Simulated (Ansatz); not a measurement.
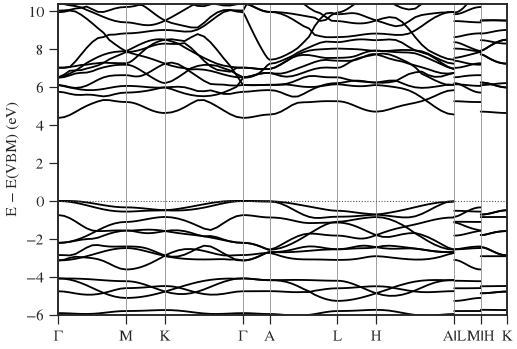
Band structure from the program Ansatz at the r²SCAN level (PAW)

The gap is 4.37 eV; an edge lies off the plotted path or next to a special point (maximum off the standard path, minimum at Γ).

The material is Y2CN2O2 in space group P-3m1 (No. 164; Y on 2d, C on 1a, N on 2c, O on 2d).

The first step of the workflow began from a Materials Project structure, measured or hypothetical; the Crystallography Open Database copy checked does not list it. Its standing as an ambient phase is unchecked. Symmetry was held in the r²SCAN relaxation; whether a distortion lowers the energy is not shown. The run is not spin-polarised. Scalar-relativistic: spin–orbit coupling is off unless named, which matters more the heavier the elements.

Potentials: the later of the program's two PAW sets.
